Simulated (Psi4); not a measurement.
# NH3S (Thiohydroxylamine): SCAN/cc-pVDZ-F12 (sweep point 1)

Aim: the vertical ionisation energy of NH3S (Thiohydroxylamine) at SCAN/cc-pVDZ-F12 (sweep point 1), from 2 runs. 

The results are computed with Psi4 1.11.

### Step 1. The system as given

NH3S has 5 atoms, charge 0, and is taken as a singlet. SMILES: `NS`. Geometry: relaxed at GFN2-xTB. This is one conformer, not always the lowest.

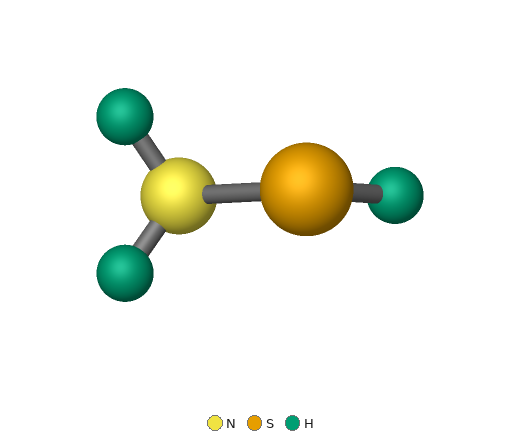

Viewed from a chosen angle; nitrogen yellow, sulfur amber, hydrogen teal.

### Step 2. The energy at SCAN/cc-pVDZ-F12 (sweep point 1)

job.dat reads:

```
memory 1600 mb

molecule molecule1 {
  0 1
  N     -0.30757182    -0.95884704    -0.43784954
  S      0.31798421     1.80349792     1.15335655
  H      0.02842148    -2.45794787     0.70945988
  H     -2.14670998    -0.99157709    -0.98116470
  H      2.10787611     2.60487408    -0.44382108
  units bohr
  symmetry c1
}

set reference rks
set puream true
set scf_type pk
set dft_radial_points 99
set dft_spherical_points 590

e_tot, wfn = energy('scan/cc-pVDZ-F12', return_wfn=True)
```

The run is started by

```sh
$ psi4 -i job.dat -o job.out -n 1
```

job.out, shortened:

```text
[...]
  Running in c1 symmetry.
[...]
  Nuclear repulsion =   57.857555782838908
[...]
  Multiplicity = 1
[...]
  Nalpha       = 13
  Nbeta        = 13
[...]
    Number of basis functions: 96
[...]
   @RKS iter   1:  -454.51461095936509   -2.85015e-02   8.57466e-03 ADIIS/DIIS
[...]
   @RKS iter   9:  -454.77537925350873   -3.86833e-08   6.40197e-07 DIIS
[...]
    Orbital Energies [Eh]
    ---------------------
    Doubly Occupied:
       1A    -88.535055     2A    -14.179376     3A     -7.870351
       4A     -5.816773     5A     -5.812061     6A     -5.804980
       7A     -0.869817     8A     -0.658372     9A     -0.473065
      10A     -0.421497    11A     -0.372399    12A     -0.241735
      13A     -0.223365
[...]
  @RKS Final Energy:  -454.77537925350873
   => Energetics <=
    Nuclear Repulsion Energy =             57.8575557828389080
    One-Electron Energy =                -741.1868127433295967
    Two-Electron Energy =                 262.2917644913096069
    DFT Exchange-Correlation Energy =     -33.7378867843275785
    Empirical Dispersion Energy =           0.0000000000000000
    VV10 Nonlocal Energy =                  0.0000000000000000
    Total Energy =                       -454.7753792535087314
[...]
 Multipole Moments:
 ------------------------------------------------------------------------------------
     Multipole            Electronic (a.u.)      Nuclear  (a.u.)        Total (a.u.)
 ------------------------------------------------------------------------------------
 L = 1.  Multiply by 2.5417464519 to convert [e a0] to [Debye]
 Dipole X            :         -0.0349466           -0.1793958           -0.2143424
 Dipole Y            :          1.3460507           -1.7210766           -0.3750259
 Dipole Z            :          1.2092106           -1.2576994           -0.0484888
 Magnitude           :                                                    0.4346703
[...]
```

Wall time 17 s (1 thread of Intel Xeon 6975P-C (Granite Rapids), shared host); peak memory 1 GiB.

### Step 3. The doublet cation at the same level

calc.in reads:

```
memory 1600 MB

molecule {
  1 2
  N     -0.30757182    -0.95884704    -0.43784954
  S      0.31798421     1.80349792     1.15335655
  H      0.02842148    -2.45794787     0.70945988
  H     -2.14670998    -0.99157709    -0.98116470
  H      2.10787611     2.60487408    -0.44382108
  units bohr
  symmetry c1
}

set reference uks
set puream true
set scf_type pk
set dft_radial_points 99
set dft_spherical_points 590
set maxiter 150

result, w = energy("scan/cc-pVDZ-F12", return_wfn=True)
print_variables()
```

The run is started by

```sh
$ psi4 -n 1 calc.in calc.out
```

calc.out, shortened:

```text
[...]
  Running in c1 symmetry.
[...]
  Nuclear repulsion =   57.857555782838908
[...]
  Multiplicity = 2
[...]
  Nalpha       = 13
  Nbeta        = 12
[...]
    Number of basis functions: 96
[...]
   @UKS iter   1:  -454.17571933475529    3.10390e-01   8.25492e-03 DIIS/ADIIS
[...]
   @UKS iter  10:  -454.42106057118372   -3.20914e-08   6.14892e-07 DIIS
[...]
   @S^2 Observed:                7.576691251E-01
[...]
    Orbital Energies [Eh]
    ---------------------
    Alpha Occupied:
       1A    -88.912519     2A    -14.443687     3A     -8.239683
       4A     -6.190202     5A     -6.181591     6A     -6.176870
       7A     -1.156917     8A     -0.978212     9A     -0.741602
      10A     -0.714523    11A     -0.674878    12A     -0.585838
      13A     -0.505606
    Alpha Virtual:
      14A     -0.304574    15A     -0.239890    16A     -0.162667
      17A     -0.120217    18A     -0.111702    19A     -0.085638
      20A     -0.084221    21A     -0.065257    22A     -0.052090
      23A     -0.037936    24A     -0.037563    25A     -0.012398
[...]
  @UKS Final Energy:  -454.42106057118372
   => Energetics <=
    Nuclear Repulsion Energy =             57.8575557828389080
    One-Electron Energy =                -732.9339836050816075
    Two-Electron Energy =                 254.0926043385418609
    DFT Exchange-Correlation Energy =     -33.4372370874827922
    Empirical Dispersion Energy =           0.0000000000000000
    VV10 Nonlocal Energy =                  0.0000000000000000
    Total Energy =                       -454.4210605711837161
[...]
 Multipole Moments:
 ------------------------------------------------------------------------------------
     Multipole            Electronic (a.u.)      Nuclear  (a.u.)        Total (a.u.)
 ------------------------------------------------------------------------------------
 L = 1.  Multiply by 2.5417464519 to convert [e a0] to [Debye]
 Dipole X            :          0.1120566           -0.1793958           -0.0673392
 Dipole Y            :          1.6970645           -1.7210766           -0.0240121
 Dipole Z            :          1.3283671           -1.2576994            0.0706677
 Magnitude           :                                                    0.1005240
[...]
```

Run time: 25 s. Hardware: 1 thread of Intel Xeon 6975P-C (Granite Rapids), shared host; peak memory 1 GiB.

### Step 4. What came out

Level: SCAN/cc-pVDZ-F12 (sweep point 1).

```
                                          quantity          value
                        singlet NH3S: total energy  -454.77538 Eh
                       singlet NH3S: dipole moment         1.10 D
                         singlet NH3S: HOMO energy       -6.08 eV
                         singlet NH3S: LUMO energy       -0.87 eV
                       singlet NH3S: HOMO–LUMO gap        5.21 eV
                      doublet cation: total energy  -454.42106 Eh
doublet cation: HOMO energy (highest over α and β)      -13.67 eV
 doublet cation: LUMO energy (lowest over α and β)      -13.00 eV
                              doublet cation: ⟨S²⟩          0.758
vertical ionisation energy (to the doublet cation)       9.642 eV
```

What this shows: Removing an electron at fixed nuclei costs 9.64 eV (222 kcal/mol). −ε(HOMO) before ionisation, 6.08 eV, is 3.56 eV below this ionisation energy.
